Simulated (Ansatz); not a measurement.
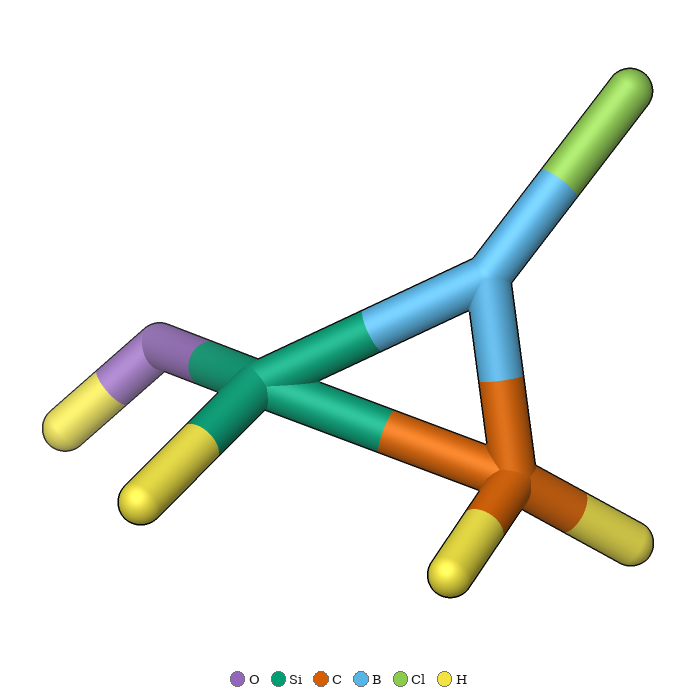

The computed structure is the end point of a PBE0-D4/def2-TZVP optimisation. No frequency run is at hand to confirm it as a minimum.

Draw it as a skeletal formula.

SMILES: O[Si@H]1CB1Cl

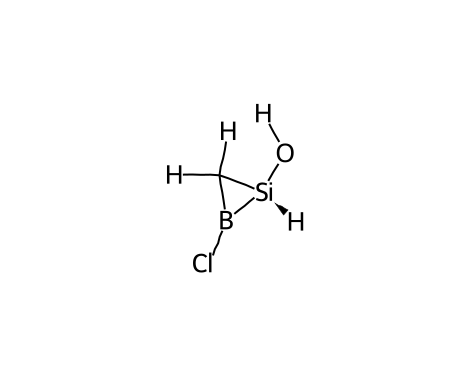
